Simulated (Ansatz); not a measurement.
**Convergence study of the k-point mesh at a smearing width of 0.05 eV for Ta (Im-3m, 1 atom in the cell)**

```yaml
crystal:
  lattice:
    - [-1.65825, 1.65825, 1.65825]
    - [1.65825, -1.65825, 1.65825]
    - [1.65825, 1.65825, -1.65825]
  atoms:
    - { symbol: Ta, position: [0.00000, 0.00000, 0.00000] }
```

Method of the run: PBE (plane waves, PAW; Ansatz, a program for electronic structure).

Base settings: basis.ecutwfc = 420 eV; kpoints.mp_grid.grid = 14 14 14; hamiltonian.xc = pbe; hamiltonian.pseudopotentials = {kind: paw} (the program's default PAW files); scf.occupations.method = gaussian; scf.occupations.width = 0.1 eV.

In this ladder: scf.occupations.width = 0.05 eV.

The second cell is the first with its lattice scaled by 0.98.

Only quantities that move along the ladder and can be compared are tabulated.

The count of work is k-points × plane waves × bands × iterations; it is no time. 

The starting cell has typed, rounded lattice constants, without a prior relaxation at this level. Its lattice was rescaled by up to half a per cent. Spin polarisation is off. Ansatz's pressure includes its estimate of the finite-basis (Pulay) stress.

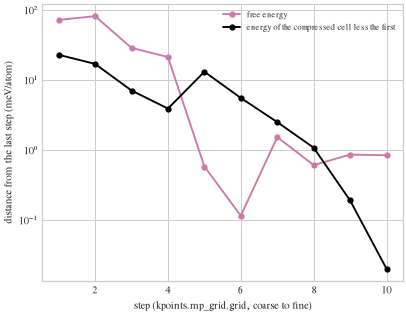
Figure: Distance from the last step along the ladder; very small values are drawn at a floor.

```tsv
kpoints.mp_grid.grid	free energy less the last step's (meV/atom)	energy of the compressed cell less the first (meV/atom)	pressure (GPa)	count of work / last
5 5 5	71.35	68.78	3.93	0.010
6 6 6	80.89	62.92	3.42	0.017
7 7 7	-28.48	53.09	0.99	0.021
9 9 9	21.10	42.20	0.87	0.036
10 10 10	-0.58	59.10	2.11	0.049
13 13 13	0.11	51.57	1.23	0.087
15 15 15	1.52	43.59	0.15	0.12
18 18 18	-0.61	45.01	0.43	0.20
22 22 22	0.85	45.89	0.58	0.34
27 27 27	-0.84	46.08	0.41	0.58
33 33 33	0.00	46.08	0.48	1.0
```

Coarsest kpoints.mp_grid.grid that holds the pressure within 0.2 GPa of the last step, with all finer ones: 18 18 18, at 0.20 of the last step's count of work; the step before is off by 0.33 GPa.

Coarsest kpoints.mp_grid.grid that holds the energy of the compressed cell less the first within 2 meV/atom of the last step, with all finer ones: 18 18 18, at 0.20 of the last step's count of work; the step before is off by 2.5 meV/atom.

Coarsest kpoints.mp_grid.grid that holds the free energy within 5 meV/atom of the last step, with all finer ones: 10 10 10, at 0.049 of the last step's count of work; the step before is off by 21 meV/atom.

Keys are those of Ansatz 0.2.
